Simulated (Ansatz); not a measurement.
```yaml
atoms:
  - { symbol: Ge, position_ang: [0.5407, 0.3439, -0.2823] }
  - { symbol: Cl, position_ang: [-0.9166, 0.3319, 3.0077] }
  - { symbol: Cl, position_ang: [1.5936, 0.1804, -2.1823] }
  - { symbol: H, position_ang: [-0.8749, 0.8869, -0.5582] }
  - { symbol: H, position_ang: [0.6242, -1.0331, 0.4063] }
  - { symbol: S, position_ang: [1.5512, 1.9146, 0.9919] }
  - { symbol: H, position_ang: [2.5980, 1.1056, 1.3190] }
  - { symbol: H, position_ang: [0.0737, 1.0822, 2.5504] }
```

These are results of RKS PBE-D4/def2-SVP (Ansatz 0.2.0), not measurements.

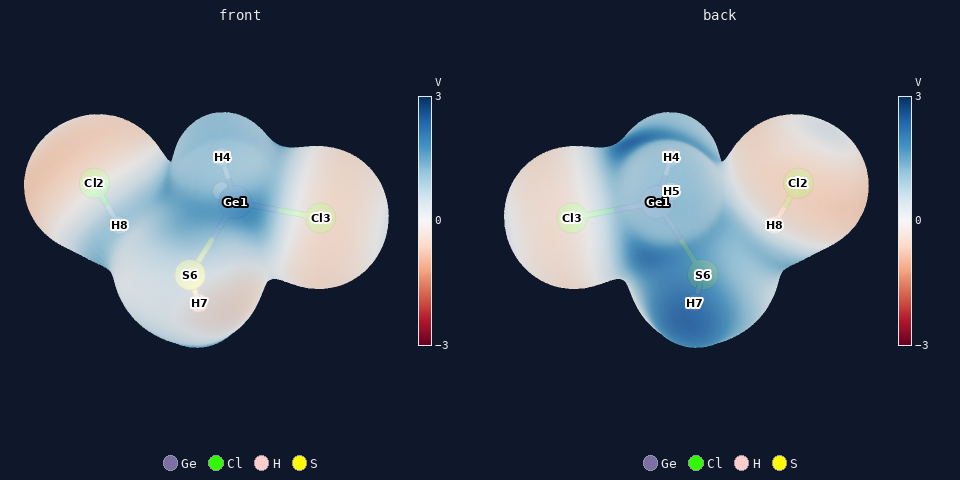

ClGeH3S···HCl. The molecular electrostatic potential painted on the density surface at 0.004 e/bohr³, seen from the front and from behind; red is negative and blue positive.

**Where is the surface potential most negative and most positive?**

The most negative region (about −0.7 V) lies over Cl2, the most positive (about +2.4 V) over Ge1 and H7. Cl2 shows a σ-hole: about +0.3 V at the tip opposite its bond, against about −0.5 V on its flanks. Cl3 shows a σ-hole: about +0.2 V at the tip opposite its bond, against about −0.3 V on its flanks.
